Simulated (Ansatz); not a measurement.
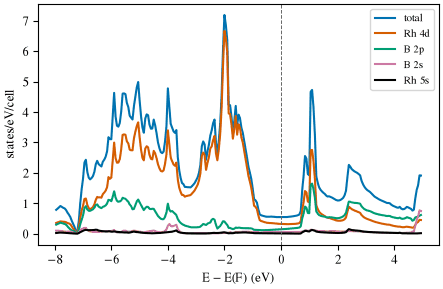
Fig. 1. Total and projected density of states of BRh (NiAs type, space group No. 194), PBEsol in the plane-wave PAW code Ansatz

Question: Which orbitals carry the states next to the Fermi level?

Answer: Within 0.5 eV of the Fermi level: Rh 4d 59 %, B 2p 27 %, B 2s 10 %. Projections are on Löwdin-orthogonalised atomic valence shells; empty p or d shells of many metals are not among them.

Question: Where is the tallest occupied peak in this window, and what makes it?

Answer: Near -2.0 eV, about 7.2 states/eV per cell; the largest projected share is Rh 4d.

Space group P6_3/mmc (NiAs type). The first step of the workflow began from a Materials Project structure, measured or hypothetical; the Crystallography Open Database copy checked does not list it. Its standing as an ambient phase is unchecked. The PBEsol relaxation kept the symmetry of its start; whether a distortion lowers the energy is not shown. The run is not spin-polarised. Scalar-relativistic: spin–orbit coupling is off unless named, which matters more the heavier the elements.

Potentials: the later of the program's two PAW sets.
